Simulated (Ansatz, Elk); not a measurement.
## CrBPtN: X-ray structure factors from the self-consistent density

Structure refinements treat a crystal as free atoms side by side. For a made-up structure of CrBPtN (cell and positions from a PBEsol relaxation) the runs below show what the calculated density changes in F(hkl).

Method: DFT, PBE, all-electron APW+lo, Dirac cores, scalar-relativistic bands, static density, no spin, in Elk 11.2.3 (patched build).

The structure was built from a prototype and need not be the compound's stable phase.

**1. The structure**

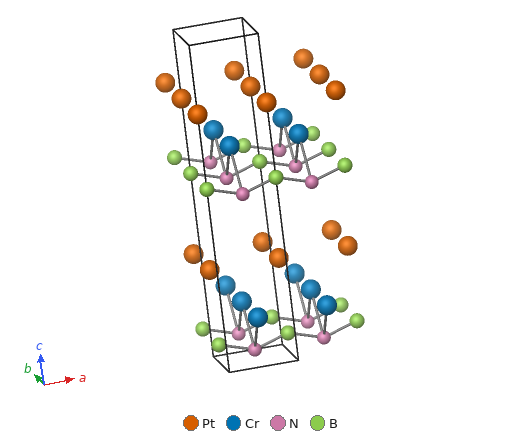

Start, viewed from a free direction; platinum orange, chromium blue, nitrogen pink, boron green. 2×2×1 cells are drawn. This picture shows the conventional cell, with its axes. Some periodic images of atoms are drawn too.

**2. Ground state and structure factors**

An all-electron density is needed, since X-rays see the cores too. Task 0 finds the density and task 195 Fourier-transforms it; tshift is off so that phases refer to the origin typed.

Input file elk.in:

```
tasks
  0
  195

xctype
  20

spinpol
  .false.

rgkmax
  7.0

gmaxvr
  14.0

lmaxo
  7

lmaxapw
  8

swidth
  0.002

tshift
  .false.

ramdisk
  .false.

hmaxvr
  5.5

maxscl
  120

epspot
  1e-06

sppath
  './'

avec
  5.04772851541 0.00000000000 0.00000000000
  0.00000000000 2.54488189170 12.03286106114
  0.00000000000 -2.54488189170 12.03286106114

atoms
  4
  'Pt.in'
  1
  -0.0000000000 0.7891166097 0.7891166097   0.000000 0.000000 0.000000
  'Cr.in'
  1
  0.5000000000 0.1500120723 0.1500120723   0.000000 0.000000 0.000000
  'N.in'
  1
  0.5000000000 0.5271335530 0.5271335530   0.000000 0.000000 0.000000
  'B.in'
  1
  -0.0000000000 0.5599377650 0.5599377650   0.000000 0.000000 0.000000

ngridk
  8 8 8
```

The run is started by

```bash
> OMP_NUM_THREADS=4 elk
```

Numbers of over 12 decimals in the logs are rounded to 6 here.

The log of the run:

```text
┌─────────────────────────┐
│ Elk code version 11.2.3 │
└─────────────────────────┘

All units are atomic (Hartree, Bohr, etc.)

┌─────────────────────────────────────────────────┐
│ Ground-state run starting from atomic densities │
└─────────────────────────────────────────────────┘

Lattice vectors :
   5.047728515       0.000000000       0.000000000
   0.000000000       2.544881892       12.03286106
   0.000000000      -2.544881892       12.03286106

Reciprocal lattice vectors :
   1.244755000       0.000000000      -0.000000000
  -0.000000000       1.234474835      0.2610844285
   0.000000000      -1.234474835      0.2610844285

Unit cell volume      :    309.1452075
Brillouin zone volume :   0.8023744423

Muffin-tin inner radius fraction :   0.1000000000E-01

Nuclei treated as point charges

Species : 1 (Pt)
 parameters loaded from : Pt.in
 name : platinum
 nuclear charge    :   -78.00000000
 electronic charge :    78.00000000
 atomic mass :    355605.4401
 muffin-tin radius :    2.476180520
 number of radial points in muffin-tin :   1393
 inner part over the whole radius :   0.9944493038E-02
 number on inner part of muffin-tin    :    997
 approximate nuclear radius :   0.1029052813E-03
 number of mesh points to nuclear radius :    527
 atomic positions (lattice), magnetic fields (Cartesian) :
  1 :   0.00000000  0.78911661  0.78911661    0.00000000  0.00000000  0.00000000

Species : 2 (Cr)
 parameters loaded from : Cr.in
 name : chromium
 nuclear charge    :   -24.00000000
 electronic charge :    24.00000000
 atomic mass :    94783.09202
 muffin-tin radius :    2.378213715
 number of radial points in muffin-tin :    993
 inner part over the whole radius :   0.9884473586E-02
 number on inner part of muffin-tin    :    699
 approximate nuclear radius :   0.6987106690E-04
 number of mesh points to nuclear radius :    328
 atomic positions (lattice), magnetic fields (Cartesian) :
  1 :   0.50000000  0.15001207  0.15001207    0.00000000  0.00000000  0.00000000

Species : 3 (N)
 parameters loaded from : N.in
 name : nitrogen
 nuclear charge    :   -7.000000000
 electronic charge :    7.000000000
 atomic mass :    25532.65216
 muffin-tin radius :    1.297226647
 number of radial points in muffin-tin :    593
 inner part over the whole radius :   0.9978179529E-02
 number on inner part of muffin-tin    :    403
 approximate nuclear radius :   0.4939692610E-04
 number of mesh points to nuclear radius :    173
 atomic positions (lattice), magnetic fields (Cartesian) :
  1 :   0.50000000  0.52713355  0.52713355    0.00000000  0.00000000  0.00000000

Species : 4 (B)
 parameters loaded from : B.in
 name : boron
 nuclear charge    :   -5.000000000
 electronic charge :    5.000000000
 atomic mass :    19707.24742
 muffin-tin radius :    1.297226647
 number of radial points in muffin-tin :    593
 inner part over the whole radius :   0.9801153790E-02
 number on inner part of muffin-tin    :    400
 approximate nuclear radius :   0.4534157419E-04
 number of mesh points to nuclear radius :    165
 atomic positions (lattice), magnetic fields (Cartesian) :
  1 :   0.00000000  0.55993776  0.55993776    0.00000000  0.00000000  0.00000000

Total number of atoms per unit cell :    4
Total muffin-tin volume :    138.2280021
 ratio of muffin-tin to unit cell volume :   0.4471296944

Spin treatment :
 spin-unpolarised

Number of Bravais lattice symmetries :    8
Number of crystal symmetries         :    4
Crystal has no inversion symmetry
Complex Hermitian eigensolver will be used

k-point grid :      8     8     8
k-point offset :    0.000000000       0.000000000       0.000000000
k-point set is reduced with full crystal symmetry group
Total number of k-points :      180

Muffin-tin radius times maximum |G+k| :    7.000000000
 using average radius
Maximum |G+k| for APW functions       :    3.758970752
Maximum (1/2)|G+k|²                   :    7.064930558
Maximum |G| for potential and density :    14.00000000
Constant for pseudocharge density :    9
[...]
(states/Hartree/unit cell)

Estimated indirect band gap :   0.1409978672E-02
 from k-point 115 to k-point 85
Estimated direct band gap   :   0.2509153266E-01
 at k-point 72

Charges :
 core                        :    62.00000000
 valence                     :    52.00000000
 interstitial                :    7.052231329
 muffin-tins (core leakage)
  species : 1 (Pt)
   atom 1                    :    76.23929352     (  0.9345824179E-03)
  species : 2 (Cr)
   atom 1                    :    21.86583844     ( -0.2229583682E-06)
  species : 3 (N)
[...]
species : 4 (B)
[...]
total in muffin-tins        :    106.9477687
 total calculated charge     :    113.9944638
 total charge                :    114.0000000
 error                       :   0.5536172873E-02

RMS change in Kohn-Sham potential (target) :    2.573284037     (  0.1000000000E-05)
Absolute change in total energy (target)   :   0.5972752006     (  0.1000000000E-03)

[... loops 3 to 20 left out ...]

┌──────────────────┐
│ Loop number : 21 │
└──────────────────┘

Energies :
 Fermi                       :     0.340359
 sum of occupied eigenvalues :     -11984.643865081
 electron kinetic            :      22252.353678860
 core electron kinetic       :      21314.710544649
 Coulomb                     :     -41412.446933069
 Coulomb potential           :     -33691.931992234
 nuclear-nuclear             :     -1374.4976678480
 electron-nuclear            :     -46416.657401842
 Hartree                     :      6378.7081366210
 Madelung                    :     -24566.480936951
 xc potential                :     -545.06555170700
 exchange                    :     -410.80021790995
 correlation                 :     -6.320904
 electron entropic           :    -0.86209976517250E-03
 total energy                :     -19577.215238373

Density of states at Fermi energy :    65.18023259
 (states/Hartree/unit cell)

Estimated indirect band gap :   0.1054671739E-02
 from k-point 19 to k-point 43
Estimated direct band gap   :   0.4558544409E-02
 at k-point 72

Charges :
 core                        :    62.00000000
 valence                     :    52.00000000
 interstitial                :    6.343459190
 muffin-tins (core leakage)
  species : 1 (Pt)
[...]
species : 2 (Cr)
[...]
species : 3 (N)
[...]
species : 4 (B)
[...]
total in muffin-tins        :    107.6565408
 total calculated charge     :    113.9951035
 total charge                :    114.0000000
 error                       :   0.4896537306E-02

RMS change in Kohn-Sham potential (target) :   0.6564943516E-06 (  0.1000000000E-05)
Absolute change in total energy (target)   :   0.4702444130E-05 (  0.1000000000E-03)

Convergence targets achieved

┌──────────────────┐
│ Loop number : 22 │
└──────────────────┘

Energies :
 Fermi                       :     0.340359
 sum of occupied eigenvalues :     -11984.643868476
 electron kinetic            :      22252.353677533
 core electron kinetic       :      21314.710543027
 Coulomb                     :     -41412.446934743
 Coulomb potential           :     -33691.931995894
 nuclear-nuclear             :     -1374.4976678480
 electron-nuclear            :     -46416.657401767
 Hartree                     :      6378.7081348723
 Madelung                    :     -24566.480936796
 xc potential                :     -545.06555011473
 exchange                    :     -410.80021824079
 correlation                 :     -6.320904
 electron entropic           :    -0.86210036623541E-03
 total energy                :     -19577.215241718

Density of states at Fermi energy :    65.18028057
 (states/Hartree/unit cell)

Estimated indirect band gap :   0.1054658359E-02
 from k-point 19 to k-point 43
Estimated direct band gap   :   0.4558523841E-02
 at k-point 72

Charges :
 core                        :    62.00000000
 valence                     :    52.00000000
 interstitial                :    6.343458779
 muffin-tins (core leakage)
  species : 1 (Pt)
[...]
species : 2 (Cr)
   atom 1                    :    23.16153583     ( -0.2229593985E-06)
  species : 3 (N)
   atom 1                    :    5.002047064     (  0.3563021167E-04)
  species : 4 (B)
   atom 1                    :    2.996216873     (  0.2173183041E-02)
 total in muffin-tins        :    107.6565412
 total calculated charge     :    113.9951035
 total charge                :    114.0000000
 error                       :   0.4896537095E-02

┌──────────────────────────────┐
│ Self-consistent loop stopped │
└──────────────────────────────┘

Warning : core states of species 1 leak from the muffin-tin :   0.8540846690E-03

Warning : core states of species 4 leak from the muffin-tin :   0.2173183041E-02

Wrote STATE.OUT
```

Elapsed: 2.2 min, on 4 threads of Arm Neoverse V2, shared host; peak memory 0.21 GiB.

SFACRHO.OUT:

```text

h k l indices transformed by vhmat matrix:
   1.000000000       0.000000000       0.000000000    
   0.000000000       1.000000000       0.000000000    
   0.000000000       0.000000000       1.000000000    

      h      k      l  multipl.   |H|            Re(F)            Im(F)           |F|

      0      0      0      1   0.0000000       114.00000     -0.86425953E-16   114.00000    
      0      1      1      1  0.52216886      -64.109306      -8.9129280       64.725910    
      0     -1     -1      1  0.52216886      -64.109306       8.9129280       64.725910    
      0      2      2      1   1.0443377       27.243707       53.191494       59.762485    
      0     -2     -2      1   1.0443377       27.243707      -53.191494       59.762485    
      1      0      0      2   1.2447550       46.763303      0.11548998E-13   46.763303    
      0     -1      0      2   1.2617818       19.343991       52.023314       55.503290    
      0      0      1      2   1.2617818       19.343991      -52.023314       55.503290    
     -1      1      1      2   1.3498427      -55.038623      -47.549834       72.734014    
     -1     -1     -1      2   1.3498427      -55.038623       47.549834       72.734014    
      0     -2     -1      2   1.4619897      -64.758561      -48.534667       80.927654    
      0      1      2      2   1.4619897      -64.758561       48.534667       80.927654    
      0     -3     -3      1   1.5665066       7.9510422       67.306660       67.774667    
      0      3      3      1   1.5665066       7.9510422      -67.306660       67.774667    
      1     -2     -2      2   1.6248250       44.890153      -61.527377       76.162615    
     -1      2      2      2   1.6248250       44.890153       61.527377       76.162615    
     -1      0     -1      4   1.7724300       7.2212818       71.958041       72.319475    
     -1      1      0      4   1.7724300       7.2212818      -71.958041       72.319475
```

Elk indexes on the primitive cell of elk.in and gives |H| = 4π sin θ/λ in inverse bohr. Below, one row stands for each form hkl of the conventional cell (m members, Friedel mates merged), F is for one primitive cell and the density is static (no thermal factor). Free-atom factors are Waasmaier and Kirfel's, and R is Σm||F|−|F'||/Σm|F|. Elk warned that it couldn't find a linearisation energy, which lowers the accuracy of some states in this run and its variants.

| hkl | m | sin θ/λ (Å⁻¹) | abs F, DFT | neutral atoms | diff. | abs of complex diff. |
| --- | --- | --- | --- | --- | --- | --- |
| 002 | 2 | 0.079 | 64.726 | 64.858 | -0.132 | 0.192 |
| 004 | 2 | 0.157 | 59.762 | 59.450 | +0.312 | 0.337 |
| 100 | 2 | 0.187 | 46.763 | 46.682 | +0.081 | 0.081 |
| 011 | 4 | 0.190 | 55.503 | 55.588 | -0.084 | 0.679 |
| 102 | 4 | 0.203 | 72.734 | 73.015 | -0.282 | 0.589 |
| 013 | 4 | 0.220 | 80.928 | 81.372 | -0.444 | 0.491 |
| 006 | 2 | 0.236 | 67.775 | 68.408 | -0.634 | 0.687 |
| 104 | 4 | 0.244 | 76.163 | 76.828 | -0.666 | 0.705 |
| 111 | 8 | 0.267 | 72.319 | 72.714 | -0.395 | 0.476 |
| 015 | 4 | 0.270 | 68.764 | 69.077 | -0.313 | 0.355 |
| 113 | 8 | 0.289 | 45.502 | 45.504 | -0.002 | 0.077 |
| 106 | 4 | 0.301 | 54.745 | 54.753 | -0.007 | 0.061 |
| 008 | 2 | 0.314 | 72.634 | 72.758 | -0.123 | 0.142 |
| 115 | 8 | 0.329 | 55.932 | 55.981 | -0.049 | 0.097 |

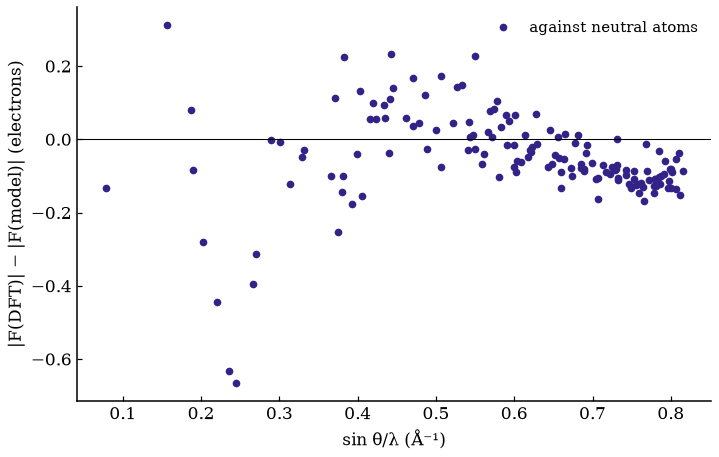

Difference between the calculated structure factors and the independent-atom ones.

**3. The highest occupied states alone**

An energy window below the Fermi level keeps the highest occupied states, to see at which angles they scatter; shallow core shells can lie inside it and anion s states outside. No new self-consistency is needed.

elk.in: that of step 2 with these lines changed.

```diff
@@ -1,3 +1,2 @@
 tasks
-  0
   195
@@ -40,2 +39,5 @@
 
+wsfac
+  -0.100630 0.640360
+
 sppath
```

The run is started by

```bash
> OMP_NUM_THREADS=4 elk
```

The log of the run:

```text
┌─────────────────────────────────┐
│ Elk code version 11.2.3 started │
└─────────────────────────────────┘

Info(readinput): the functional depends on the density's gradient
 muffin-tin radial points multiplied by    2.00000
 (not where nrmtscf is given)

┌────────────────────┐
│ Current task : 195 │
└────────────────────┘
Info(checkmt): changed muffin-tin radius of species 1 (Pt) from   2.8000 to   2.4762
Info(checkmt): changed muffin-tin radius of species 2 (Cr) from   2.4000 to   2.3782
Info(checkmt): changed muffin-tin radius of species 3 (N) from   1.8000 to   1.2972
Info(checkmt): changed muffin-tin radius of species 4 (B) from   1.8000 to   1.2972

Warning(linengy): could not find 1 linearisation energies in s.c. loop 1

Info(sfacrho): density structure factors written to SFACRHO.OUT

 Energy window :  -0.1006300000      0.6403600000

┌──────────────────┐
│ Elk code stopped │
└──────────────────┘
```

It took 6.6 s on 4 threads; peak memory 0.18 GiB; 13 s of CPU time.

States within 12 eV below the Fermi level hold 22.00 electrons; any levels below the window count with the cores. Their amplitudes can exceed the total, where window and core parts have opposite phase:

| hkl | sin θ/λ (Å⁻¹) | abs F, window | abs F, all |
| --- | --- | --- | --- |
| 002 | 0.079 | 5.338 | 64.726 |
| 004 | 0.157 | 5.315 | 59.762 |
| 100 | 0.187 | 0.253 | 46.763 |
| 011 | 0.190 | 2.272 | 55.503 |
| 102 | 0.203 | 4.922 | 72.734 |
| 013 | 0.220 | 5.714 | 80.928 |
| 006 | 0.236 | 2.664 | 67.775 |
| 104 | 0.244 | 2.596 | 76.163 |
| 111 | 0.267 | 2.673 | 72.319 |
| 015 | 0.270 | 3.058 | 68.764 |

[end of part 1 of 2]

[Logs are printed without paths, hosts, clocks, repeated set-up lines and the standing remarks that a program may print on its own settings, such as how far it seeks lower states.]

[Hosts, paths, dates, database ids (printed as entryN), source tags and the programs' standing remarks are cut or masked in the printed files.]
